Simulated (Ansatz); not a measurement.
CsSnI3 under a change: x(La) = 0.5, 10 atoms, Fm-3m

The parent structure is CsSnI₃ in the cubic perovskite structure (space group Pm-3m, No. 221; a = 6.130 Å).

The other end (x = 1) is LaSnI₃ in the cubic perovskite structure (space group Pm-3m, No. 221; ferromagnetic; a hypothetical phase, not in the database extracts checked): 41.85 Å³/atom, gap zero; this end may not be an ambient phase.

It is then changed as follows: La replaces 50.0 % of the Cs, ordered in a cell of 10 atoms (starting symmetry Fm-3m) and fully relaxed.

All numbers come from PBEsol (Ansatz, a first-principles code, PAW, no SOC). Settings: 7×7×7 k-points, 0.05 eV Fermi–Dirac smearing, for the changed cell.

| quantity | base | changed | shift |
|---|---|---|---|
| volume per atom | 46.08 Å³ | 44.12 Å³ | -1.96 Å³ |
| density | 4.56 g/cm³ | 4.78 g/cm³ | +0.225 g/cm³ |
| shortest interatomic distance | 3.065 Å | 3.021 Å | -0.044 Å |
| band gap | 0.10 eV | zero | – |
| magnetic state | not spin-polarised | ferromagnetic | – |
| largest site moment | 0.00 μB | 1.05 μB | +1.05 μB |
| mixing energy (to 0.01 eV only: unlike meshes or grids) (against an end that may be hypothetical) | – | +0.01 eV/atom | – |
| deviation of the volume from the linear (Vegard-type) interpolation | – | +0.3 % | – |

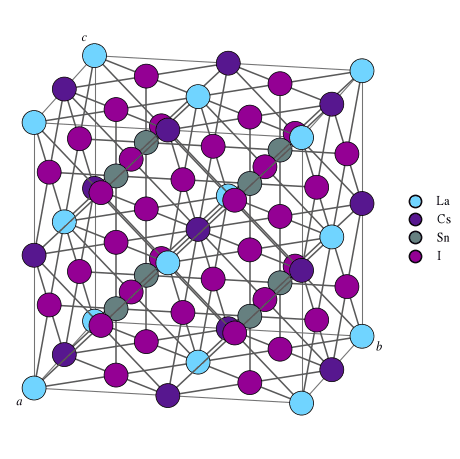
*The relaxed conventional cell after the change*

Cost of the whole job for the changed cell (relaxation, final SCF and bands): roughly 23 core-minutes.

The magnetic state is the one reached from the starting moments; the real material's order can differ, and small cells can't hold many antiferromagnetic ones. These are small ordered cells, not random alloys; other orderings at the same x differ. With I present, leaving out spin-orbit coupling can change the band edges. No phonon test of stability was made. Many cubic perovskites are stable only at high temperature; tilts and polar distortions were not tested. A zero or small gap of CsSnI3 can be the functional's error rather than a property of the material.
